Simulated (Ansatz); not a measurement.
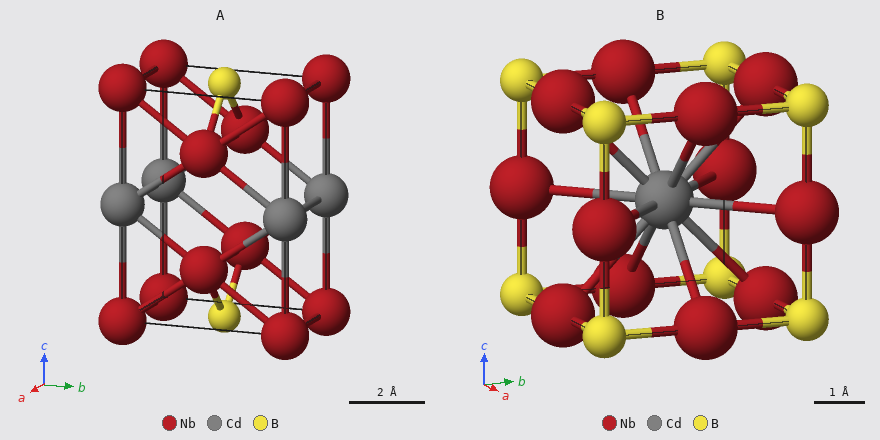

Two structures of Nb3CdB, each relaxed to rest (conventional cells in solid outline, small ones repeated, not to one scale). Method: DFT PBE, scalar-relativistic, plane waves, PAW in Ansatz 0.2.0, without spin polarisation.

**Which structures are these?**

A: 5 atoms a cell on a primitive orthorhombic lattice, Pmmm. B: cubic antiperovskite, Pm-3m.

**Compare their energies: which is lower?**

B is lower, by 380 meV/atom at this level of theory (energies at zero smearing). Volumes: A 18.0, B 17.1 Å³/atom.

One or both may be structure types tried for this composition rather than known phases.
